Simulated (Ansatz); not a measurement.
Consider Li$_{2}$H$_{5}$Ir.

Input

```
crystal:
  lattice:
    - [4.8102307, 0.0, 0.0]
    - [0.0, 1.5406159, 4.8997407]
    - [0.0, -1.5406159, 4.8997407]
  atoms:
    - { symbol: Li, position: [0.5, 0.235478, 0.235478] }
    - { symbol: Li, position: [0.0, 0.455562, 0.455562] }
    - { symbol: H, position: [0.5, 0.535173, 0.535173] }
    - { symbol: H, position: [0.757645, 0.072692, 0.072692] }
    - { symbol: H, position: [0.242355, 0.072692, 0.072692] }
    - { symbol: H, position: [0.255445, 0.835443, 0.835443] }
    - { symbol: H, position: [0.744555, 0.835443, 0.835443] }
    - { symbol: Ir, position: [0.5, 0.95892, 0.95892] }
basis:
  ecutwfc: 420
kpoints:
  mp_grid: { grid: [6, 10, 10] }
  band_path:
    path:
      - [[0.0, 0.0, 0.0], [0.0, -0.5, -0.5], [0.0, -0.27471625, -0.72528375]]
      - [[0.0, 0.27471625, -0.27471625], [0.0, 0.0, 0.0], [-0.5, 0.0, 0.0], [-0.5, 0.27471625, -0.27471625]]
      - [[-0.5, -0.27471625, -0.72528375], [-0.5, -0.5, -0.5], [0.0, -0.5, -0.5]]
      - [[0.0, 0.0, 0.0], [0.0, 0.0, -0.5], [-0.5, 0.0, -0.5], [-0.5, 0.0, 0.0], [-0.5, -0.5, -0.5]]
    npoints: 14
hamiltonian:
  xc: pbe
scf:
  occupations: { method: gaussian, width: 0.02 }
  n_extra_bands: 20
output:
  forces: true
  stress: true
  eigenvalues: true
  populations: true
  dos: { projected: true, de: 0.02, nscf_kmesh: { grid: [9, 15, 15] } }
  bader: true
  write_density: true
  write_potential: true
  elf: true
  volumetric_format: npy
```

Launched as:

```sh
ansatz run input.yaml --threads 4 --pin off --max-ram 8192MiB --backend cpu --events-out ev --progress --plain --runs-dir out
```

Below, planes, directions and counts refer to the conventional cell (a = 4.81 Å, b = 3.08 Å, c = 9.80 Å, α = 90.00°, β = 90.00°, γ = 90.00°).

Space group Amm2; a structure generated by program, which may or may not match a known phase; computed without spin polarisation.

Computed with DFT PBE, scalar-relativistic, plane waves, PAW in Ansatz.

Q: What can the converged valence pseudo-density and electron localisation function tell about the bonding?

A: Ir–H (1.67 Å): ρ at the midpoint is about 1.6 e/Å³; the ELF climbs to about 1 towards the hydrogen.
Li–H (2.02 Å): ρ is about 0.13 e/Å³ halfway; the ELF climbs to about 1 towards the hydrogen (an ionic contact to a hydride ion).
Ir–H (1.69 Å): ρ is about 1.5 e/Å³ halfway; the ELF climbs to about 1 towards the hydrogen.
Bader's partition of the density gives Li +0.88, H −0.40 to −0.12 and Ir −0.16 e.

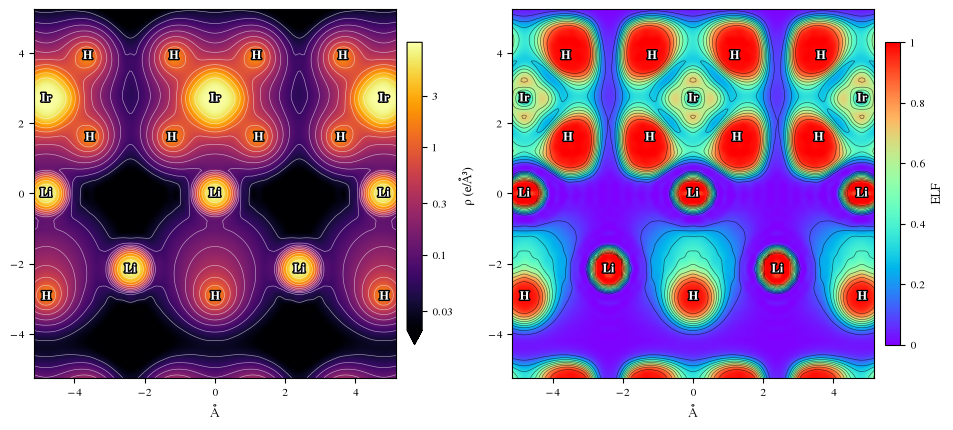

Computed valence pseudo-density and electron localisation function on the (010) plane of the conventional cell, in this order. 

Core electrons are frozen (PAW), and the valence fields are smoothed inside the atomic spheres.
